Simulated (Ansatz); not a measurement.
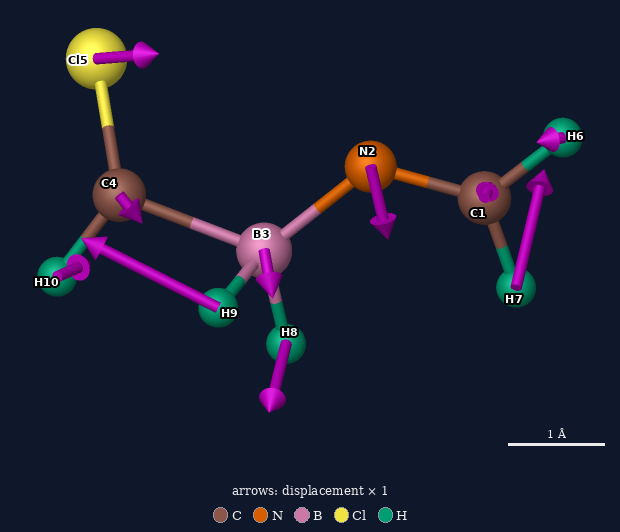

A relaxation of C₂H₅BClN. The starting structure is drawn; purple arrows show the displacements, at their true length. The two geometries are superimposed by the best rigid fit.

Style: ball-and-stick. Shown from a free direction.

The run prepares an end point of a later path (hydrogen shift) calculation, from a guessed geometry.

Method: RKS B3LYP-D4/def2-SVP in Ansatz. (no spin polarisation; force threshold 0.02 eV/Å; at most 50 steps)

> Which element moves most?

Hydrogen: up to 1.62 Å, against 0.88 Å for chlorine.

> What did the optimiser do to the structure, and how much energy did it gain?

H9 moves most after the best rigid fit: 1.62 Å. By element the largest moves are H 1.62 Å, Cl 0.88 Å, N 0.86 Å, B 0.56 Å, C 0.39 Å. Among the contacts that change: B3–H9 1.170 → 2.222 Å, C4–H9 1.759 → 1.102 Å, N2–B3 1.514 → 1.358 Å, C4–Cl5 1.706 → 1.811 Å. New bonds form: C4–H9 (1.76 → 1.10 Å). Bonds break: B3–H9 (1.17 → 2.22 Å). Among the angles between lasting bonds that change: C1–N2–B3 121.4° → 178.0°, B3–C4–H10 104.1° → 110.0°, N2–B3–C4 117.5° → 122.5°. Groups turn about B3–C4 by about 65°. Over 25 accepted moves (27 points after the start) the energy falls by 5.180 eV. Largest force component: 7.1 eV/Å at the start, 0.013 eV/Å at the end. The line search rejected the trial steps at points 22, 26 of the run.
